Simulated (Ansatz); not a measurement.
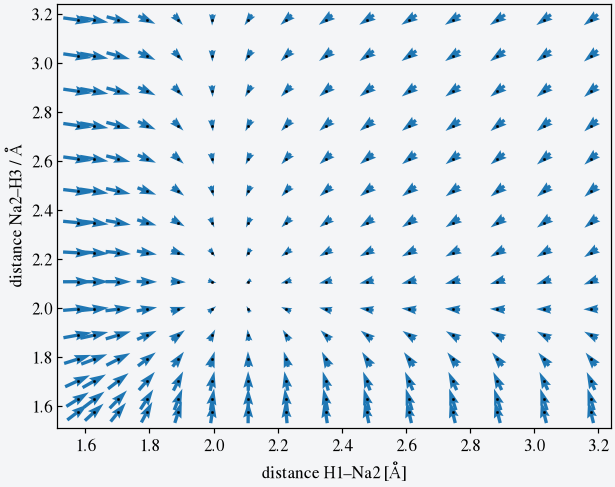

The system H⁻ + NaH. First axis: distance H1–Na2. Second axis: distance Na2–H3. Nothing is relaxed (the angle H1–Na2–H3 is fixed at 180 degrees). The grid has 15 × 15 points; 120 points were computed and 105 follow by symmetry. Points are written as (first, second). The reference is spin-restricted, so regions where a bond is pulled apart into radicals lie too high. Method: Ansatz 0.2.0, RKS wB97X-V/aug-cc-pVTZ.

The picture shows dots at the grid points, arrows along the force (downhill), their lengths compressed.

**The arrows alone are given. Where is the energy lowest?**

The arrows converge at about (2.067 Å, 2.067 Å) (read from the interpolated surface).

The energy map of the same scan:

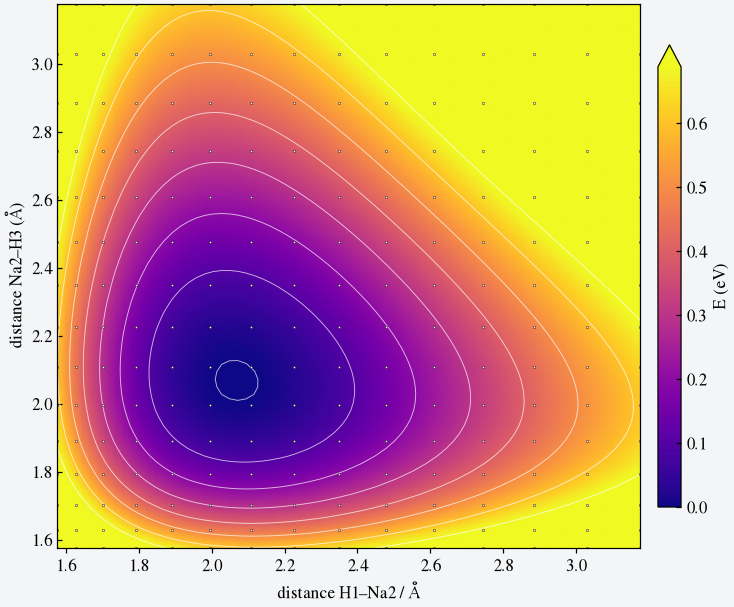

Energies are in eV, from the lowest grid point; between grid points the surface is interpolated.
